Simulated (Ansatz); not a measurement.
# MgH2 (model cell, started as CdI2 type): from the cell to its phonons

Wanted: vibrations and spectra of MgH2 (model cell, started as CdI2 type); the cell is already relaxed. After the zone centre comes a 3×3×2 q mesh on a 9×9×4 k mesh.

Calculated with Ansatz 0.2.0; DFT PBEsol, scalar-relativistic, plane waves, PAW.

The structure was built from a prototype and need not be the compound's stable phase.

## 1. The starting structure

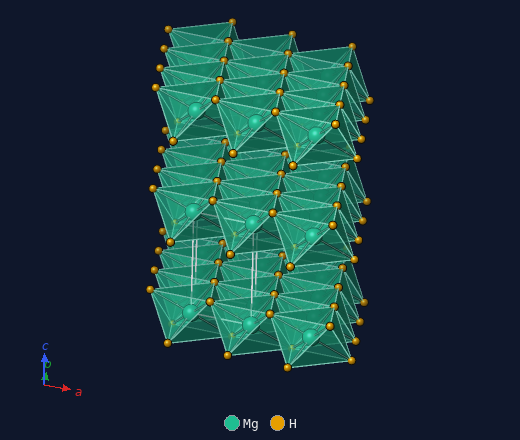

Start, viewed slightly off an axis; magnesium teal, hydrogen orange. 2×3×2 cells are drawn. Some periodic images of atoms are drawn too.

Coordinates:

```cif
data_structure
_symmetry_space_group_name_H-M 'P 1'
_symmetry_Int_Tables_number 1
_cell_length_a 3.0023
_cell_length_b 3.0023
_cell_length_c 4.3922
_cell_angle_alpha 90.000
_cell_angle_beta 90.000
_cell_angle_gamma 120.000
_cell_volume 34.29
loop_
_atom_site_label
_atom_site_type_symbol
_atom_site_fract_x
_atom_site_fract_y
_atom_site_fract_z
_atom_site_occupancy
Mg1 Mg 0.00000 0.00000 0.00000 1
H2 H 0.33333 0.66667 0.21361 1
H3 H 0.66667 0.33333 0.78639 1
```

## 2. Zone-centre response

The cell comes from relaxations at this level that are not shown. The zone centre comes first: it holds the modes that light can see, as far as symmetry allows. The response to a homogeneous field gives the Born charges and the dielectric tensor, and its change with displacement the Raman tensors.

The input, input.yaml:

```yaml
crystal:
  lattice:
    - [3.0022825744, 0.0, 0.0]
    - [-1.5011412872, 2.6000529788, 0.0]
    - [0.0, 0.0, 4.3922210858]
  atoms:
    - { symbol: Mg, position: [0.0, 0.0, 0.0] }
    - { symbol: H, position: [0.3333333333, 0.6666666667, 0.2136125854] }
    - { symbol: H, position: [0.6666666667, 0.3333333333, 0.7863874146] }
kpoints:
  mp_grid: { grid: [9, 9, 4] }
hamiltonian:
  xc: pbesol
scf:
  occupations: { method: fixed }
output:
  eigenvalues: true
phonons:
  method: dfpt
  dielectric: true
  rigid_motions: translations
  raman: true
```

Command:

```sh
ansatz run input.yaml --threads 4 --pin off --max-ram 7168MiB --backend cpu --events-out ev --progress --plain --runs-dir out
```

Numbers of over 12 decimals in the logs are rounded to 6 here.

The log of the run:

```text
Engine: ansatz 0.2.0, aarch64-unknown-linux-gnu
Pseudopotentials: kind: paw
Pseudopotential: Mg, paw, valence charge 10, recommended cutoff 420 eV (normal), Mg.paw.azcp
Pseudopotential: H, paw, valence charge 1, recommended cutoff 420 eV (normal), H.paw.azcp
Functional definition: PBEsol
  exchange = pbesol_x
  correlation = pbesol_c
Crystal: 3 atoms, lattice volume = 34.286 Å³
Basis set: ecut = 420 eV, 651 PW (Γ), exchange–correlation on 48×48×60 points (8 copies of the dense FFT grid, shifted against one another)
Bands: 10, of which v1, the nominal top of the filled ones, is band 6 counted from 1 (5 counted from 0)
Symmetry: 12 space group operations
k-points: 95 of 324 (irreducible under 2 space group operations, time reversal used)
Non-local potential: Mg, projectors of the file, l = 0: 3, l = 1: 2, l = 2: 1
Non-local potential: H, projectors of the file, l = 0: 2, l = 1: 1
PAW form: soft (Blöchl's): semilocal exchange-correlation on the pseudo side does not see the compensation charge
PAW frozen core: Mg, regenerated for the run's functional, and the local potential with it (the file was generated under x = pbe(κ = 0.804, μ = 0.219515), c = pbe(β = 0.066725))
PAW one-centre angular grid: Mg, 110 points (default); XC on 64 Gauss nodes
PAW one-centre angular grid: H, 110 points (default); XC on 64 Gauss nodes
Initial density: superposition of atomic densities (neutral atoms: chi_scale 0, normalization atom), corrected by the library's trained network
Initial wavefunctions: pseudopotential atomic-orbital guess
Functional: x = pbesol(κ = 0.804, μ = 0.123457), c = pbesol(β = 0.046)
SCF iter   1: F=—  HF=-1943.690509 eV  |F-HF|=—  |Δ(HF+E_count)|=         —  Δρ=6.18e-3  dr2=9.27e-3  ethr=1.77e-3  ⟨swp⟩=4.5  Hψ=5351  notcnv=0  defer=167
preconditioner: auto → none  [insulator: Δε(μ)=3.849 eV  Ē_g=10.721 eV  n_scr=2 (ndim 8)  ℏωp=12.7 eV  f_vac=0.025  ε∞_Penn≈2.4]
SCF iter   2: F=—  HF=-1943.687482 eV  |F-HF|=—  |Δ(HF+E_count)|=   3.03e-3  Δρ=2.07e-3  dr2=9.92e-4  ethr=7.73e-5  ⟨swp⟩=2.0  Hψ=1891  notcnv=0  defer=187
SCF iter   3: F=—  HF=-1943.687197 eV  |F-HF|=—  |Δ(HF+E_count)|=   2.85e-4  Δρ=1.31e-4  dr2=1.16e-5  ethr=8.27e-6  ⟨swp⟩=2.0  Hψ=1319  notcnv=0  defer=188
SCF iter   4: F=—  HF=-1943.687196 eV  |F-HF|=—  |Δ(HF+E_count)|=   6.51e-7  Δρ=6.14e-5  dr2=1.29e-6  ethr=9.70e-8  ⟨swp⟩=1.9  Hψ=1079  notcnv=0  defer=53
SCF iter   5: F=—  HF=-1943.687197 eV  |F-HF|=—  |Δ(HF+E_count)|=   1.47e-6  Δρ=1.73e-5  dr2=1.11e-7  ethr=1.08e-8  ⟨swp⟩=2.1  Hψ=1158  notcnv=0
SCF iter   6: F=—  HF=-1943.687197 eV  |F-HF|=—  |Δ(HF+E_count)|=   2.91e-8  Δρ=7.77e-6  dr2=4.20e-8  ethr=9.27e-10  ⟨swp⟩=2.1  Hψ=1518  notcnv=0
SCF iter   7: F=—  HF=-1943.687197 eV  |F-HF|=—  |Δ(HF+E_count)|=   1.78e-8  Δρ=4.02e-7  dr2=1.95e-10  ethr=3.50e-10  ⟨swp⟩=2.4  Hψ=1201  notcnv=0
SCF iter   8: F=-1943.687197 eV  HF=-1943.687197 eV  |F-HF|=6.82e-13  |Δ(HF+E_count)|=  3.21e-11  Δρ=2.35e-8  dr2=5.24e-13  ethr=1.00e-12  ⟨swp⟩=7.8  Hψ=5150  notcnv=0
SCF 1 converged in 8 iterations: F = -1943.687197 eV  dr2 = 5.24e-13
  greatest PAW one-centre occupation: 1.000 electrons in one spin orbital (limit 2), on the Mg atom at site 0 (counted from 0), in its partial waves of l = 0
NSCF: frozen V_eff on 4 k-points
DFPT response loops at Γ: preconditioner auto → none (the input reference at scf.mixing.eps_inf says where Resta's filter doesn't serve); β = 0.50; Broyden in place of MSR1
── the response to a field inside a basis, on 16×16×10 k-points: an SCF that follows is theirs, and a resumed run solves both again ──
Bands: 7, of which v1, the nominal top of the filled ones, is band 6 counted from 1 (5 counted from 0)
k-points: 680 of 2560 (irreducible under 4 space group operations)
Initial density: handed on by an earlier stage of this run
Initial wavefunctions: pseudopotential atomic-orbital guess (no wavefunctions were taken with the density)
Eigensolver: Dense (680 Hₖ)
SCF iter   1: F=—  HF=-1943.687852 eV  |F-HF|=—  |Δ(HF+E_count)|=         —  Δρ=2.51e-4  dr2=3.30e-6  ethr=1.00e-1
preconditioner: auto → none  [insulator: Δε(μ)=3.841 eV  Ē_g=7.618 eV  n_scr=2 (ndim 8)  ℏωp=12.7 eV  f_vac=0.017  ε∞_Penn≈3.8]
SCF iter   2: F=—  HF=-1943.687857 eV  |F-HF|=—  |Δ(HF+E_count)|=   4.65e-6  Δρ=1.26e-4  dr2=8.39e-7  ethr=2.75e-8
SCF iter   3: F=—  HF=-1943.687859 eV  |F-HF|=—  |Δ(HF+E_count)|=   1.75e-6  Δρ=6.31e-6  dr2=4.55e-9  ethr=6.99e-9
SCF iter   4: F=-1943.687859 eV  HF=-1943.687859 eV  |F-HF|=9.78e-12  |Δ(HF+E_count)|=   1.74e-9  Δρ=5.10e-7  dr2=5.67e-11  ethr=3.79e-11
SCF 1 converged in 4 iterations: F = -1943.687859 eV  dr2 = 5.67e-11
DFPT response loops at Γ: mixed as the last ones told, above
DFPT response loops at Γ: mixed as the last ones told, above
WARN: field response: ε∞ stands inside a basis, on 16×16×10 points; the force constants stand on the 9×9×4 k-mesh, whose period is 12.09 times the interband length at k = (0.0000, 0.0000, 0.0000), direct gap 5.803 eV, under 14: take them and everything formed from them as unconverged, and compare with a denser kpoints.mp_grid
SCF converged after 8 iterations
Free energy (F): -1943.687197 eV
Harris-Foulkes:  -1943.687197 eV  (|F-HF|=6.82e-13)
Internal energy: -1943.687197 eV  (E = F + TS)
E sigma→0 (E₀):  -1943.687197 eV
Fermi energy:    0.972615 eV
--- Per-component energies (eV) ---
  E_band       = -384.980060
  E_kinetic    = 103.086586
  E_local      = -1878.100740  (includes V_loc(G=0)·N_el)
  E_nonlocal   = 98.511524
  E_hartree    = 689.631816
  E_xc         = -46.515691
  E_vxc        = -60.440529  (∫ρ·V_xc dr)
  E_paw        = -281.821075  (= ΣΔE_a)
  E_vpaw       = -27.298123  (= ΣTr[D̂ρ^β])
  E_aug_tail   = -0.002398  (compensation charges beyond the density's cutoff)
  E_ewald      = -628.536082
  E_core_change = 0.058862  (= ΣΔE_core)
  E_smearing   = -0.000000  (= −TS)
  E_closure    = -0.000000  (closes the sum)
  Σ components = -1943.687197   (vs F -1943.687197, Δ=0.00e0)
--- Band table (eV; the first three rows and the last of 95) ---
  k-point 0: bands = ["-72.3130", "-39.2803", "-39.2185", "-39.2185", "-5.3297", "0.3028", "6.1060", "13.7830", "15.5707", "15.6840"]
  k-point 1: bands = ["-72.3130", "-39.2804", "-39.2185", "-39.2185", "-5.0477", "-0.7759", "7.9807", "13.7452", "15.3924", "15.8369"]
  k-point 2: bands = ["-72.3130", "-39.2805", "-39.2185", "-39.2185", "-4.6610", "-1.7343", "10.7035", "12.4764", "16.0090", "16.0090"]
  k-point 94: bands = ["-72.3085", "-39.2739", "-39.2590", "-39.2366", "-1.9871", "0.1470", "5.8356", "7.9613", "9.6611", "10.4808"]
--- Phonons (Γ-DFPT): 4 representative perturbations + reference, on 95 of 324 k-points (Σ response iterations 13) ---
  k mesh reduced under 2 symmetry operations, with k and −k counted as one. Each operation leaves every solved perturbation unchanged. A smaller set is not considered because the run solves the response to a homogeneous field
  ASR residual: 8.095e-6 → 0.000e0 eV/Å²; symmetrization residual: 6.461e-7 eV/Å²
  ASR residual per site (eV/Å²): 8.09e-6 4.51e-6 4.51e-6
  Γ frequencies (cm⁻¹): 0.00 0.00 0.00 834.20 834.20 840.56 1023.07 1077.90 1077.90
  ε∞ (high-frequency dielectric tensor):
        3.955110     0.000000     0.000000
        0.000000     3.955110    -0.000000
        0.000000    -0.000000     3.117946
  ε⁰ (static dielectric tensor: ions relaxed, cell fixed):
        8.159861    -0.000000     0.000000
       -0.000000     8.159861    -0.000000
        0.000000    -0.000000     4.563216
  ε⁰ − ε∞ (ionic part):
        4.204752    -0.000000     0.000000
       -0.000000     4.204752    -0.000000
        0.000000    -0.000000     1.445270
  softest optical mode at Γ: 834.20 cm⁻¹; the repairs (sum rule, projections) moved no ω² at Γ by more than (1.67 cm⁻¹)²
  Born effective charges Z* (e; rows j = field, columns β = displacement):
    site 0:
         1.94819   -0.00000    0.00000
        -0.00000    1.94819   -0.00000
         0.00000   -0.00000    1.15089
    site 1:
        -0.97410    0.00000   -0.00000
         0.00000   -0.97410    0.00000
        -0.00000    0.00000   -0.57544
    site 2:
        -0.97410    0.00000   -0.00000
         0.00000   -0.97410    0.00000
        -0.00000    0.00000   -0.57544
  Z* charge neutrality: 1.137e-3 e pre-enforcement
  solved inside a basis spanned on kpoints, on 16×16×10 k-points: ε∞ is read to err by 9.3e-3, Z* by 1.1e-2 e (field_mesh: kpoints solves on kpoints); Z* is corrected for what the basis lacks
  Raman tensors (in the event stream and the table raman_tensors.tsv): an entry may err by 1.8e-3 Å², one of the second-order susceptibility by 2.6e-21 pm/V (basis, points and sum rule); their sum over the sites missed zero by 4.163e-17 Å² ahead of its enforcement
  optical modes at Γ without the LO–TO term, one row a degenerate level:
      ω (cm⁻¹)  modes    IR ((D/Å)²/amu)  static Raman (Å⁴/amu)  depolarisation
        834.20      2            94.0747                 0.0000               —
        840.56      1            16.4151                 0.0000               —
       1023.07      1             0.0000               393.2940           0.010
       1077.90      2             0.0000                10.2486           0.750
  optical modes at Γ + LO–TO along q̂ = [1.0000, 0.0000, 0.0000]:
      ω (cm⁻¹)  modes    IR ((D/Å)²/amu)  static Raman (Å⁴/amu)  depolarisation
        834.20      1            47.0374                 0.0000               —
        840.56      1            16.4151                 0.0000               —
       1023.07      1             0.0000               393.2940           0.010
       1077.90      2             0.0000                10.2486           0.750
       1198.21      1            47.0374                 0.0000               —
  optical modes at Γ + LO–TO along q̂ = [0.0000, 1.0000, 0.0000]:
      ω (cm⁻¹)  modes    IR ((D/Å)²/amu)  static Raman (Å⁴/amu)  depolarisation
        834.20      1            47.0374                 0.0000               —
        840.56      1            16.4151                 0.0000               —
       1023.07      1             0.0000               393.2940           0.010
       1077.90      2             0.0000                10.2486           0.750
       1198.21      1            47.0374                 0.0000               —
  optical modes at Γ + LO–TO along q̂ = [0.0000, 0.0000, 1.0000]:
      ω (cm⁻¹)  modes    IR ((D/Å)²/amu)  static Raman (Å⁴/amu)  depolarisation
        834.20      2            94.0747                 0.0000               —
       1016.88      1            16.4151                 0.0000               —
       1023.07      1             0.0000               393.2940           0.010
       1077.90      2             0.0000                10.2486           0.750
```

Elapsed: 2.2 min, on 4 threads of Arm Neoverse V2, shared host; peak memory 2.1 GiB.

A gap read on the k-mesh alone can miss the band edges.

This step gave:

- gap on the k-mesh: 3.915 eV
- volume per atom: 11.43 Å³
- sum-rule residual before enforcement: 8.09e-6 eV/Å²
- miss of the charge sum rule: 0.001137 e
- estimated error of the dielectric tensor: 0.009318
- estimated error of the Born charges: 0.01138 e
- point group: -3m
- highest optical mode at the zone centre (no LO-TO term): 1078 cm⁻¹
- lowest optical zone-centre mode: 834.2 cm⁻¹
- mean high-frequency dielectric constant: 3.676
- largest Born charge (third of the trace): 1.682 e
- mean static dielectric constant: 6.961
- top of the zone-centre spectrum with the field: 1198 cm⁻¹

Without the LO-TO term. Patterns of degenerate modes are one choice out of their space. Modes at Γ, with each element's share of the kinetic energy:

```tsv
mode	frequency (cm⁻¹)	symmetry	Mg %	H %
1	0.0	acoustic	92	8
2	0.0	acoustic	92	8
3	0.0	acoustic	92	8
4	834.2	Eu	8	92
5	834.2	Eu	8	92
6	840.6	A2u	8	92
7	1023.1	A1g	0	100
8	1077.9	Eg	0	100
9	1077.9	Eg	0	100
```

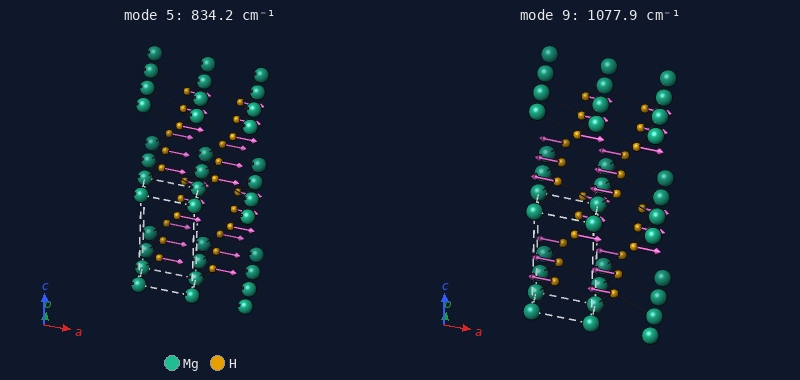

Displacement patterns of modes 5 and 9 at Γ; arrows are exaggerated. Bonds to atoms that aren't drawn are left out. 2×3×2 cells are drawn. Some periodic images of atoms are drawn too.

Optical modes at the zone centre, without and with the macroscopic field of the longitudinal modes; each column is sorted by frequency, so a row need not hold one and the same mode. Modes with and without the field, by row:

```tsv
rank among optical modes	no field (cm⁻¹)	q along (1, 0, 0) (cm⁻¹)	q along (0, 0, 1) (cm⁻¹)
1	834.2	834.2	834.2
2	834.2	840.6	834.2
3	840.6	1023	1017
4	1023	1078	1023
5	1078	1078	1078
6	1078	1198	1078
```

Born charge (rows field, columns displacement) (e), principal values of the symmetric part by kind of site:

```tsv
atom	atoms with these values	low	middle	high	mean
Mg1	1	1.15	1.95	1.95	1.68
H2	2	-0.97	-0.97	-0.58	-0.84
```

In full for H2:

```
-0.97  0.00  0.00
 0.00 -0.97  0.00
 0.00  0.00 -0.58
```

High-frequency dielectric tensor:

```
3.96 0.00 0.00
0.00 3.96 0.00
0.00 0.00 3.12
```

Static dielectric tensor (ions relaxed, fixed cell):

```
8.16 0.00 0.00
0.00 8.16 0.00
0.00 0.00 4.56
```

Transverse modes. Infrared lines, with heights relative to the strongest:

```tsv
position (cm⁻¹)	label	relative intensity
834	Eu	100
841	A2u	17
1023	A1g	0.0
1078	Eg	0.0
```

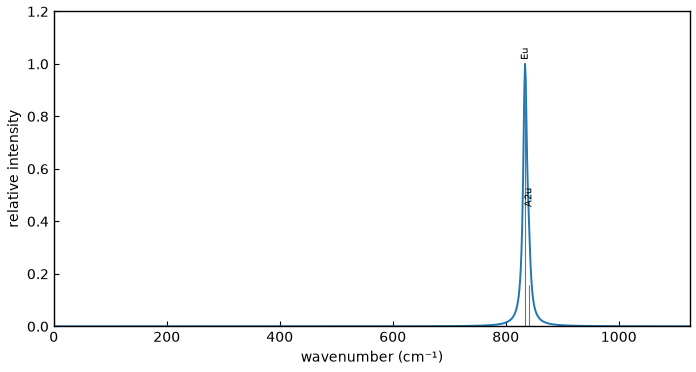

The infrared spectrum, broadened with Lorentzians of width 8 cm⁻¹; bars mark the lines.

Activity x (w_L - w)^4 (n + 1)/w, 532 nm, 300 K; modes without the macroscopic field alone. Raman lines, with heights relative to the strongest:

```tsv
position (cm⁻¹)	label	relative intensity
834	Eu	0.0
841	A2u	0.0
1023	A1g	100
1078	Eg	2.4
```

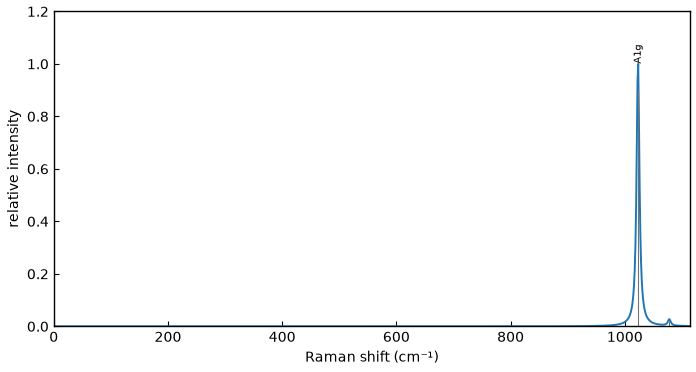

The Raman spectrum, broadened with Lorentzians of width 6 cm⁻¹; bars mark the lines.

Before it was imposed, the acoustic sum rule was missed by 8.1e-6 eV/Å² and the charge sum rule by 0.0011 e. Small misses are needed for a sound result but don't prove that mesh and cutoff are converged. The lowest optical mode is real, 834 cm⁻¹.

The log warns of the k mesh: “the force constants stand on the 9×9×4 k-mesh, whose period is 12.09 times the interband length at k = (0.0000, 0.0000, 0.0000), direct gap 5.803 eV, under 14: take them and everything formed from them as unconverged”.

[end of part 1 of 2]

[Logs are printed without paths, hosts, clocks, repeated set-up lines and the standing remarks that a program may print on its own settings, such as how far it seeks lower states.]

[Hosts, paths, dates, database ids (printed as entryN), source tags and the programs' standing remarks are cut or masked in the printed files.]
